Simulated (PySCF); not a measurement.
```json
{"atom": "Ge", "x (Å)": "0.0000", "y (Å)": "0.0000", "z (Å)": "-0.6686"}
{"atom": "Cl", "x (Å)": "0.0000", "y (Å)": "0.0000", "z (Å)": "1.4134"}
```

Level of theory: PBE0/def2-SVP, non-relativistic Hamiltonian with scalar-relativistic core potentials where named, at a bond length of 2.082 Å (PySCF 2.14.0).

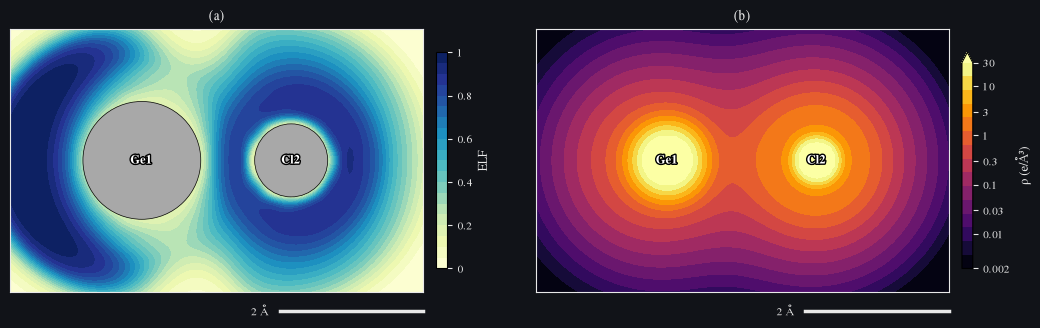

GeCl (charge +1). (a) electron localisation function; (b) electron density on a plane that holds the molecular axis. Grey discs cover the atomic cores in the ELF map.

### What does the map show?

- The section cuts through Ge and Cl sites.
- Ge–Cl (2.08 Å): ρ is about 0.83 e/Å³ halfway; the ELF peaks at about 0.80 in the valence shell of Cl, 0.8 Å from its nucleus, and is about 0.60 at the midpoint.
- The ELF also peaks beside Cl2, away from the bonds: lone-pair regions.
